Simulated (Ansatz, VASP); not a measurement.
# Cross-check of ZnO (zincite) between VASP and Ansatz

One calculation is typed for both programs; each brings its own data sets. How far apart do they land? Valence electrons are named where the data sets of a main pair hold unlike numbers.

Calculated with Ansatz 0.2.0; plane waves, with VASP 6.6.1 beside it; band structure at LDA, band structure at PBE and band structure at BLYP.

**1. Starting point**

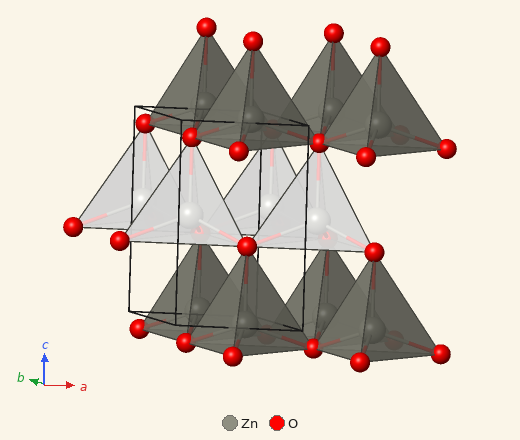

The cell as given, slightly off an axis (zinc grey, oxygen red). 2×2×1 cells are drawn. Some periodic images of atoms are drawn too.

Coordinates:

```xyz
4
Lattice="3.2493 0.0000 0.0000 -1.6247 2.8140 0.0000 0.0000 0.0000 5.2057" Properties=species:S:1:pos:R:3 pbc="T T T"
Zn    0.0000    1.8760    2.6029
Zn    1.6247    0.9380    0.0000
O     1.6247    0.9380    1.9730
O     0.0000    1.8760    4.5759
```

**2. VASP: band structure, LDA**

The same path points are solved in both programs, so levels can be compared one by one.

Lines of VASP's logs that name or quote its potential files are left out, and so is its time.

Input file INCAR:

```
SYSTEM = ZnO
PREC = Accurate
ENCUT = 520
EDIFF = 1E-06
NELM = 100
ISMEAR = 0
SIGMA = 0.02
LREAL = .FALSE.
ALGO = Normal
GGA = CA
NBANDS = 32
LORBIT = 11
LWAVE = .FALSE.
LCHARG = .FALSE.
KPAR = 8
```

Input file POSCAR:

```
ZnO
1.0
    3.2493080000      0.0000000000      0.0000000000
   -1.6246540000      2.8139832727      0.0000000000
    0.0000000000      0.0000000000      5.2057090000
Zn O
2 2
Direct
    0.3333333333      0.6666666667      0.5000000000
    0.6666666667      0.3333333333      0.0000000000
    0.6666666667      0.3333333333      0.3790100000
    0.3333333333      0.6666666667      0.8790100000
```

Input file KPOINTS:

```
Automatic mesh
0
Gamma
5 5 3
0 0 0
```

Input file KPOINTS_OPT:

```
Line mode
16
Line-mode
Reciprocal
  0.00000000   0.00000000   0.00000000 GAMMA
  0.50000000   0.00000000   0.00000000 M

  0.50000000   0.00000000   0.00000000 M
  0.33333333   0.33333333   0.00000000 K

  0.33333333   0.33333333   0.00000000 K
  0.00000000   0.00000000   0.00000000 GAMMA

  0.00000000   0.00000000   0.00000000 GAMMA
  0.00000000   0.00000000   0.50000000 A

  0.00000000   0.00000000   0.50000000 A
  0.50000000   0.00000000   0.50000000 L

  0.50000000   0.00000000   0.50000000 L
  0.33333333   0.33333333   0.50000000 H

  0.33333333   0.33333333   0.50000000 H
  0.00000000   0.00000000   0.50000000 A

  0.50000000   0.00000000   0.50000000 L
  0.50000000   0.00000000   0.00000000 M

  0.33333333   0.33333333   0.00000000 K
  0.33333333   0.33333333   0.50000000 H
```

Potentials, in the order of the species: Zn and O (PBE family, release 64).

On the command line:

```sh
$ mpirun -np 8 vasp_std
```

Numbers of over 12 decimals in the logs are rounded to 6 here.

Log:

```text
[banner, memory and clock lines left out]
running    8 mpi-ranks, on    1 nodes
 distrk:  each k-point on    1 cores,    8 groups
 distr:  one band on    1 cores,    1 groups

 POSCAR found type information on POSCAR ZnO
 POSCAR found :  2 types and       4 ions
|                                                                             |
|           W    W    AA    RRRRR   N    N  II  N    N   GGGG   !!!           |
|           W    W   A  A   R    R  NN   N  II  NN   N  G    G  !!!           |
|           W    W  A    A  R    R  N N  N  II  N N  N  G       !!!           |
|           W WW W  AAAAAA  RRRRR   N  N N  II  N  N N  G  GGG   !            |
|           WW  WW  A    A  R   R   N   NN  II  N   NN  G    G                |
|           W    W  A    A  R    R  N    N  II  N    N   GGGG   !!!           |
|                                                                             |
|     For optimal performance we recommend to set                             |
|       NCORE = 2 up to number-of-cores-per-socket                            |
|     NCORE specifies how many cores store one orbital (NPAR=cpu/NCORE).      |
|     This setting can greatly improve the performance of VASP for DFT.       |
|     The default, NCORE=1 might be grossly inefficient on modern             |
|     multi-core architectures or massively parallel machines. Do your        |
|     Unfortunately you need to use the default for GW and RPA                |
|     calculations (for HF NCORE is supported but not extensively tested      |
|     yet).                                                                   |
|                                                                             |

|                                                                             |
|               ----> ADVICE to this user running VASP <----                  |
|                                                                             |
|     You enforced a specific xc type in the INCAR file but a different       |
|     [... a line on the potential file left out ...]
|     I HOPE YOU KNOW WHAT YOU ARE DOING!                                     |
|                                                                             |

 LDA part: xc-table for (Slater(with rela. corr.)+CA(PZ))
 , standard interpolation
 POSCAR, INCAR and KPOINTS ok, starting setup
 FFT: planning ... GRIDC
 FFT: planning ... GRID_SOFT
 FFT: planning ... GRID
 WAVECAR not read
 entering main loop
       N       E                     dE             d eps       ncg     rms          rms(c)
DAV:   1     0.307188147552E+03    0.30719E+03   -0.17349E+04   664   0.164E+03
DAV:   2     0.108289064419E+02   -0.29636E+03   -0.26996E+03   640   0.384E+02
DAV:   3    -0.233395789274E+02   -0.34168E+02   -0.33552E+02   776   0.121E+02
DAV:   4    -0.240068439580E+02   -0.66727E+00   -0.66665E+00   680   0.179E+01
DAV:   5    -0.240094478857E+02   -0.26039E-02   -0.26039E-02   768   0.117E+00    0.137E+01
DAV:   6    -0.210967581255E+02    0.29127E+01   -0.31219E+00   944   0.510E+01    0.891E+00
DAV:   7    -0.212519553976E+02   -0.15520E+00   -0.25015E+00   712   0.129E+01    0.538E+00
DAV:   8    -0.212232295408E+02    0.28726E-01   -0.41055E-01   824   0.480E+00    0.161E+00
DAV:   9    -0.211813850597E+02    0.41844E-01   -0.50589E-02   928   0.430E+00    0.381E-01
DAV:  10    -0.211817217601E+02   -0.33670E-03   -0.23530E-02   712   0.943E-01    0.547E-02
DAV:  11    -0.211817632205E+02   -0.41460E-04   -0.27301E-04   744   0.287E-01    0.241E-02
DAV:  12    -0.211817594116E+02    0.38090E-05   -0.76625E-05   816   0.216E-01    0.702E-03
DAV:  13    -0.211817592860E+02    0.12560E-06   -0.56647E-06   768   0.570E-02
   1 F= -.21181759E+02 E0= -.21181759E+02  d E =-.283546E-51
 Start KPOINTS_OPT (optional k-point list driver)
k-point batch [1-10\144]
       N       E                     dE             ncg
DAV:   1     0.158388383943E+04   -0.19072E+04      664
DAV:   2    -0.127162215235E+04   -0.28555E+04      640
DAV:   3    -0.160574712310E+04   -0.33412E+03      760
DAV:   4    -0.161248508386E+04   -0.67380E+01      712
DAV:   5    -0.161250791886E+04   -0.22835E-01      760
DAV:   6    -0.161250803486E+04   -0.11600E-03      712
DAV:   7    -0.161250803572E+04   -0.86048E-06      696
[...]
k-point batch [141-144\144]
       N       E                     dE             ncg
DAV:   1     0.964480172084E+04   -0.55291E+04      264
DAV:   2     0.851035995691E+04   -0.11344E+04      264
DAV:   3     0.838181740874E+04   -0.12854E+03      296
DAV:   4     0.837949275994E+04   -0.23246E+01      272
DAV:   5     0.837948528139E+04   -0.74785E-02      320
DAV:   6     0.837948524086E+04   -0.40534E-04      256
DAV:   7     0.837948524054E+04   -0.31367E-06      288
```

Parts of OUTCAR (step 2):

```text
ion  position               nearest neighbor table
   1  0.333  0.667  0.500-   4 1.97   3 1.98   3 1.98   3 1.98
   2  0.667  0.333  0.000-   3 1.97   4 1.98   4 1.98   4 1.98
   3  0.667  0.333  0.379-   2 1.97   1 1.98   1 1.98   1 1.98
   4  0.333  0.667  0.879-   1 1.97   2 1.98   2 1.98   2 1.98

  LATTYP: Found a hexagonal cell.
 ALAT       =     3.2493080000
 C/A-ratio  =     1.6020977390

 Subroutine GETGRP returns: Found 12 space group operations
 (whereof  6 operations were pure point group operations)

The static configuration has the point symmetry C_3v.
 The point group associated with its full space group is C_6v.

 Found     10 irreducible k-points:

   k-points           NKPTS =     10   k-points in BZ     NKDIM =     10   number of bands    NBANDS=     32

   dimension x,y,z NGX =    24 NGY =   24 NGZ =   40
   dimension x,y,z NGXF=    48 NGYF=   48 NGZF=   80

   ENCUT  =  520.0 eV  38.22 Ry    6.18 a.u.   6.04  6.04  9.68*2*pi/ulx,y,z

   NELECT =      36.0000    total number of electrons

 k-points in reciprocal lattice and weights: Automatic mesh
   0.00000000  0.00000000  0.00000000       0.013
   0.20000000 -0.00000000  0.00000000       0.080
   0.40000000 -0.00000000  0.00000000       0.080
   0.20000000  0.20000000  0.00000000       0.080
   0.40000000  0.20000000  0.00000000       0.080
   0.00000000  0.00000000  0.33333333       0.027
   0.20000000 -0.00000000  0.33333333       0.160
   0.40000000 -0.00000000  0.33333333       0.160
   0.20000000  0.20000000  0.33333333       0.160
   0.40000000  0.20000000  0.33333333       0.160

 average (electrostatic) potential at core
       1 -35.5624       2 -35.5624       3 -73.1286       4 -73.1286

 E-fermi :   0.9862

 k-point     1 :       0.0000    0.0000    0.0000
  band No.  band energies     occupation
    ...
     14      -0.0459      2.00000
     15      -0.0459      2.00000
     16       0.7036      2.00000
     17       0.7759      2.00000
     18       0.7759      2.00000
     19       1.5055      0.00000
     20       5.8468      0.00000
     21       8.8891      0.00000
     22      13.4034      0.00000
     23      13.4034      0.00000
    ...

 k-point     2 :       0.2000   -0.0000    0.0000
  band No.  band energies     occupation
    ...
     14      -1.2881      2.00000
     15      -0.5958      2.00000
     16      -0.5363      2.00000
     17       0.4259      2.00000
     18       0.5088      2.00000
     19       3.3747      0.00000
     20       7.1953      0.00000
     21       8.8380      0.00000
     22      10.8685      0.00000
     23      12.7206      0.00000
    ...

 k-point     3 :       0.4000   -0.0000    0.0000
  band No.  band energies     occupation
    ...
     14      -2.6523      2.00000
     15      -1.8894      2.00000
     16      -1.3735      2.00000
     17      -0.3203      2.00000
     18       0.0286      2.00000
     19       5.7098      0.00000
     20       8.0713      0.00000
     21       8.2631      0.00000
     22       9.1627      0.00000
     23      11.4007      0.00000
    ...

  Total       -1.9460081     -1.9460081     -1.4325142      0.0000000      0.0000000      0.0000000
  in kB      -65.5032653    -65.5032653    -48.2188921      0.0000000      0.0000000      0.0000000
  external PRESSURE =     -59.7418076 kB  Pullay stress =       0.0000000 kB

  energy-cutoff  :      520.00
  volume of cell :       47.60
      direct lattice vectors                 reciprocal lattice vectors
     3.249308000  0.000000000  0.000000000     0.307757836  0.177684070  0.000000000
    -1.624654000  2.813983273  0.000000000     0.000000000  0.355368139  0.000000000
     0.000000000  0.000000000  5.205709000     0.000000000  0.000000000  0.192096792

 POSITION                                       TOTAL-FORCE (eV/Angst)
 -----------------------------------------------------------------------------------
     -0.00000      1.87599      2.60285        -0.000000     -0.000000     -0.055988
      1.62465      0.93799      0.00000         0.000000      0.000000     -0.055988
      1.62465      0.93799      1.97302         0.000000      0.000000      0.055988
     -0.00000      1.87599      4.57587        -0.000000      0.000000      0.055988
 -----------------------------------------------------------------------------------
    total drift:                               -0.000000     -0.000000     -0.000167

  FREE ENERGIE OF THE ION-ELECTRON SYSTEM (eV)
  ---------------------------------------------------
  free  energy   TOTEN  =       -21.1817592860 eV

  energy  without entropy=      -21.1817592860  energy(sigma->0) =      -21.18175929

 total charge
# of ion       s       p       d       tot
------------------------------------------
    1        0.469   0.502   9.909  10.880
    2        0.469   0.502   9.909  10.880
    3        1.534   3.432   0.000   4.966
    4        1.534   3.432   0.000   4.966
--------------------------------------------------
tot          4.006   7.866  19.818  31.690

[... 3 further parts left out ...]
```

The PAW data sets were made with PBE, though LDA sets exist; pressures can shift by 1 GPa and more with it. At this level the cell is under a tension of 6.0 GPa, so at these settings it is away from equilibrium.

**3. Ansatz: band structure, LDA**

Ansatz runs on its default PAW (the set named soft_2) files.

The same cell, functional (in two slightly different forms), mesh and smearing now go to Ansatz, which takes its cutoff from its data sets.

Input file input.yaml:

```yaml
crystal:
  lattice:
    - [3.249308, 0.0, 0.0]
    - [-1.624654, 2.8139832727, 0.0]
    - [0.0, 0.0, 5.205709]
  atoms:
    - { symbol: Zn, position: [0.3333333333, 0.6666666667, 0.5] }
    - { symbol: Zn, position: [0.6666666667, 0.3333333333, 0.0] }
    - { symbol: O, position: [0.6666666667, 0.3333333333, 0.37901] }
    - { symbol: O, position: [0.3333333333, 0.6666666667, 0.87901] }
hamiltonian:
  xc: lda
  pseudopotentials: { kind: paw }
kpoints:
  mp_grid: { grid: [5, 5, 3] }
  band_path:
    path:
      - [0.0, 0.0, 0.0]
      - [0.13333, 0.0, 0.0]
      - [0.3, 0.0, 0.0]
      - [0.46667, 0.0, 0.0]
      - [0.46667, 0.06667, 0.0]
      - [0.41111, 0.17778, 0.0]
      - [0.35556, 0.28889, 0.0]
      - [0.28889, 0.28889, 0.0]
      - [0.17778, 0.17778, 0.0]
      - [0.06667, 0.06667, 0.0]
      - [0.0, 0.0, 0.03333]
      - [0.0, 0.0, 0.2]
      - [0.0, 0.0, 0.36667]
      - [0.0, 0.0, 0.5]
      - [0.16667, 0.0, 0.5]
      - [0.3, 0.0, 0.5]
      - [0.46667, 0.0, 0.5]
      - [0.46667, 0.06667, 0.5]
      - [0.41111, 0.17778, 0.5]
      - [0.35556, 0.28889, 0.5]
      - [0.28889, 0.28889, 0.5]
      - [0.17778, 0.17778, 0.5]
      - [0.06667, 0.06667, 0.5]
      - [0.5, 0.0, 0.46667]
      - [0.5, 0.0, 0.3]
      - [0.5, 0.0, 0.13333]
      - [0.33333, 0.33333, 0.0]
      - [0.33333, 0.33333, 0.16667]
      - [0.33333, 0.33333, 0.33333]
      - [0.33333, 0.33333, 0.5]
    npoints: 1
scf:
  occupations: { method: gaussian, width: 0.02 }
  n_extra_bands: 8
output:
  forces: true
  stress: true
  eigenvalues: true
```

On the command line:

```sh
$ ansatz run input.yaml --threads 2 --pin off --max-ram 4608MiB --backend cpu --events-out ev --progress --plain --runs-dir out
```

Log:

```text
scf.n_extra_bands = 8 over 18 filled bands (N_el = 36.0): the run solves 26 bands
Engine: ansatz 0.2.0, aarch64-unknown-linux-gnu
Pseudopotentials: kind: paw
Pseudopotential: Zn, paw, valence charge 12, recommended cutoff 420 eV (normal), Zn.paw.azcp
Pseudopotential: O, paw, valence charge 6, recommended cutoff 420 eV (normal), O.paw.azcp
Functional definition: SPW92
  exchange = slater_x
  correlation = pw_c
Crystal: 4 atoms, lattice volume = 47.598 Å³
Basis set: ecut = 420 eV, 941 PW (Γ)
Bands: 26, of which v1, the nominal top of the filled ones, is band 18 counted from 1 (17 counted from 0)
Symmetry: 12 space group operations
Space group: P63mc (ITA 186), of the structure as read, at distance tolerance 3.6e-5 Å
k-points: 10 of 75 (time reversal used)
Non-local potential: Zn, projectors of the file, l = 0: 2, l = 1: 2, l = 2: 3, l = 3: 1
Non-local potential: O, projectors of the file, l = 0: 2, l = 1: 2, l = 2: 1
PAW form: soft (Blöchl's): semilocal exchange-correlation on the pseudo side does not see the compensation charge
PAW frozen core: Zn, regenerated for the run's functional, and the local potential with it (the file was generated under x = pbe(κ = 0.804, μ = 0.219515), c = pbe(β = 0.066725))
PAW frozen core: O, regenerated for the run's functional, and the local potential with it (the file was generated under x = pbe(κ = 0.804, μ = 0.219515), c = pbe(β = 0.066725))
PAW one-centre angular grid: Zn, 590 points (default); XC on 64 Gauss nodes
PAW one-centre angular grid: O, 110 points (default); XC on 64 Gauss nodes
Initial density: superposition of atomic densities (neutral atoms: chi_scale 0, normalization atom), corrected by the library's trained network
Initial wavefunctions: pseudopotential atomic-orbital guess
Functional: x = slater, c = lda
SCF iter   1: F=—  HF=-7603.913928 eV  |F-HF|=—  |Δ(HF+E_count)|=         —  Δρ=1.83e-2  dr2=1.36e-1  ethr=1.77e-3  ⟨swp⟩=6.0  Hψ=1197  notcnv=0
preconditioner: auto → Resta (q_TF=auto, 2.604 Å⁻¹)  ε∞=5.6  [insulator: Δε(μ)=0.553 eV  Ē_g=15.081 eV  σ=0.020 eV  W_gap=1.00  n_scr=22 (ndim 8)  ℏωp=32.3 eV  f_vac=0.035  D(μ)=0.00/eV (n_scr^D=0)  ε∞_Penn≈5.6]
SCF iter   2: F=—  HF=-7603.878795 eV  |F-HF|=—  |Δ(HF+E_count)|=   3.51e-2  Δρ=3.93e-3  dr2=2.38e-3  ethr=3.78e-4  ⟨swp⟩=3.0  Hψ=570  notcnv=0  defer=31
SCF iter   3: F=—  HF=-7603.878080 eV  |F-HF|=—  |Δ(HF+E_count)|=   7.15e-4  Δρ=1.96e-3  dr2=1.01e-3  ethr=6.61e-6  ⟨swp⟩=2.8  Hψ=427  notcnv=0  defer=31
SCF iter   4: F=—  HF=-7603.877788 eV  |F-HF|=—  |Δ(HF+E_count)|=   2.91e-4  Δρ=7.15e-4  dr2=1.61e-4  ethr=2.81e-6  ⟨swp⟩=1.0  Hψ=229  notcnv=0  defer=31
SCF iter   5: F=—  HF=-7603.877739 eV  |F-HF|=—  |Δ(HF+E_count)|=   4.97e-5  Δρ=2.61e-4  dr2=1.73e-5  ethr=4.48e-7  ⟨swp⟩=2.7  Hψ=416  notcnv=0  defer=31
SCF iter   6: F=—  HF=-7603.877734 eV  |F-HF|=—  |Δ(HF+E_count)|=   4.97e-6  Δρ=2.78e-5  dr2=3.29e-7  ethr=4.80e-8  ⟨swp⟩=2.0  Hψ=389  notcnv=0  defer=31
SCF iter   7: F=-7603.877734 eV  HF=-7603.877734 eV  |F-HF|=1.64e-8  |Δ(HF+E_count)|=   5.38e-8  Δρ=7.83e-6  dr2=2.92e-8  ethr=2.78e-10  ⟨swp⟩=8.0  Hψ=1229  notcnv=0
SCF 1 converged in 7 iterations: F = -7603.877734 eV  dr2 = 2.92e-8
  greatest PAW one-centre occupation: 0.987 electrons in one spin orbital (limit 2), on the Zn atom at site 0 (counted from 0), in its partial waves of l = 2
NSCF: frozen V_eff on 30 k-points
SCF converged after 7 iterations
Free energy (F): -7603.877734 eV
Harris-Foulkes:  -7603.877734 eV  (|F-HF|=1.64e-8)
Internal energy: -7603.877734 eV  (E = F + TS)
E sigma→0 (E₀):  -7603.877734 eV
Fermi energy:    7.139093 eV
--- Per-component energies (eV) ---
  E_band       = 48.823903
  E_kinetic    = 609.328654
  E_local      = -4008.286778  (includes V_loc(G=0)·N_el)
  E_nonlocal   = 1343.987676
  E_hartree    = 1638.757076
  E_xc         = -413.421661
  E_vxc        = -290.308216  (∫ρ·V_xc dr)
  E_paw        = -3814.960434  (= ΣΔE_a)
  E_vpaw       = -883.424147  (= ΣTr[D̂ρ^β])
  E_aug_tail   = 0.004353  (compensation charges beyond the density's cutoff)
  E_ewald      = -2962.594745
  E_core_change = 3.308126  (= ΣΔE_core)
  E_smearing   = -0.000000  (= −TS)
  E_closure    = 0.000000  (closes the sum)
  Σ components = -7603.877734   (vs F -7603.877734, Δ=0.00e0)
--- Forces (eV/Å), atoms counted from 1 ---
  atom   1  Zn     0.00000000    -0.00000000    -0.05123950
  atom   2  Zn    -0.00000000     0.00000000    -0.05123950
  atom   3  O      0.00000000    -0.00000000     0.05119920
  atom   4  O     -0.00000000     0.00000000     0.05119920
  max |Σ_I F_I| component: 8.06e-5 eV/Å
--- Stress (GPa, compression-positive) ---
       -7.655611       0.000000      -0.000000
        0.000000      -7.655611      -0.000000
       -0.000000      -0.000000      -5.988795
  P = ⅓ Tr σ = -7.1000 GPa (-71.000 kbar)
--- Band table (eV; the first three rows and the last of 10) ---
  k-point 0: bands = [... 14 lower, 5.9539, 6.7000, 6.7732, 6.7732, 7.5046, 11.8519, 14.8910, 19.4325, ... 4 higher]
  k-point 1: bands = [... 14 lower, 6.1621, 6.1621, 6.5720, 6.5720, 9.1580, 11.0252, 15.6857, 18.1196, ... 4 higher]
  k-point 2: bands = [... 14 lower, 5.3978, 5.4653, 6.4234, 6.5065, 9.3733, 13.1962, 14.8484, 16.8831, ... 4 higher]
  k-point 9: bands = [... 14 lower, 3.9836, 4.8739, 5.1189, 5.5875, 13.1826, 13.8320, 14.7798, 15.2993, ... 4 higher]
```

The job ended after 1.5 s (2 threads of Arm Neoverse V2, shared host; peak memory 0.28 GiB).

[end of part 1 of 3]

[Lines on the potential files, build, host, timing and source positions are cut from VASP's logs without a mark.]

[Logs are printed without paths, hosts, clocks, repeated set-up lines and the standing remarks that a program may print on its own settings, such as how far it seeks lower states.]

[Hosts, paths, dates, database ids (printed as entryN), source tags and the programs' standing remarks are cut or masked in the printed files.]
